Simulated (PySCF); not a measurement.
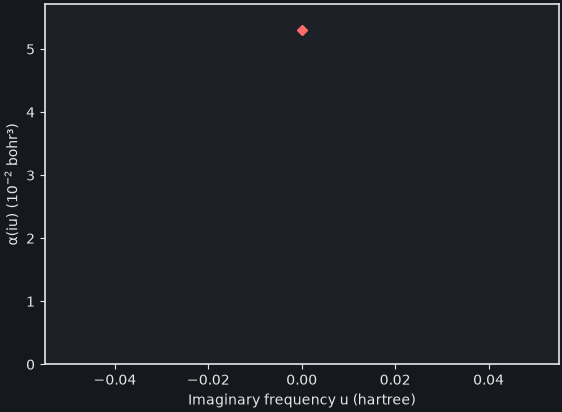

Dipole polarisability at imaginary frequency of an atom or ion with 2 electrons in the configuration 1s². Coupled response at the PBE0 level; PySCF, aug-cc-pVQZ-DK, spin-free X2C-1e, unrestricted single determinants, no spin-orbit coupling.

### Which species is it, and what does the curve give?

Be²⁺. The static dipole polarisability is 0.0530 bohr³; α(iu) is already below half of it at u = 0.05 hartree. The Casimir–Polder integral gives C₆ = 0.0107 hartree bohr⁶ for two such species.
